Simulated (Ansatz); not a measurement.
System: B20 (FeSi-type) CoSi. Method: r²SCAN-D4 (PAW; Ansatz, a first-principles code).

Run with plane-wave cutoff 560 eV, 12×12×12 k mesh, Fermi–Dirac smearing 0.05 eV, no spin polarisation, scalar-relativistic PAW data made under PBE.

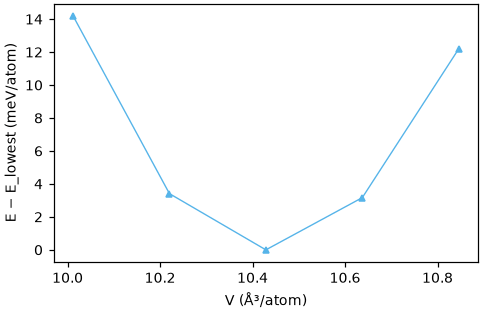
Figure. Total energy against volume

From the curve, estimate the equilibrium volume and the bulk modulus.

V0 ≈ 10.4 Å³/atom and B0 ≈ 250 GPa; the fit gives V0 = 10.429 Å³/atom, B0 = 252 GPa, B′ = 4.8.

Shape and atoms are relaxed at each volume.

Measured, for comparison: bulk modulus 207 GPa (temperature not stated, not corrected to a static lattice; as tabulated in Electronic Structure of B20 (FeSi-Type) Transition-Metal Monosilicides …); equilibrium volume per atom 10.97 Å³/atom (temperature not stated, not corrected to a static lattice; as tabulated in Wikipedia's data pages). Computed (rounded) less measured: bulk modulus +22 %, equilibrium volume per atom -4.9 %.

Note: the bulk modulus comes from volumes at which shape and atoms were relaxed.

Computed values are for the static lattice.
